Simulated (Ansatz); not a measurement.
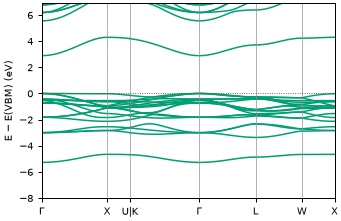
Figure. Band structure from plane-wave PAW PBEsol (Ansatz code)

Task: Read off the gap and where the band edges lie.

Result: About 2.9 eV (2.89 eV by a search for the band edges); maximum at Γ, minimum at Γ.

The material is Rb$_{2}$LiInCl$_{6}$ in space group Fm-3m (No. 225; Rb on 8c, Li on 4b, In on 4a, Cl on 24e).

The first step of the workflow began from a Materials Project structure, measured or hypothetical; the Crystallography Open Database copy checked does not list it. Whether it is the stable phase at ambient conditions was not checked. The PBEsol relaxation kept the symmetry of its start; whether a distortion lowers the energy is not shown. Spin–orbit coupling is left out wherever it is not named.

Potentials: the later of the program's two PAW sets.
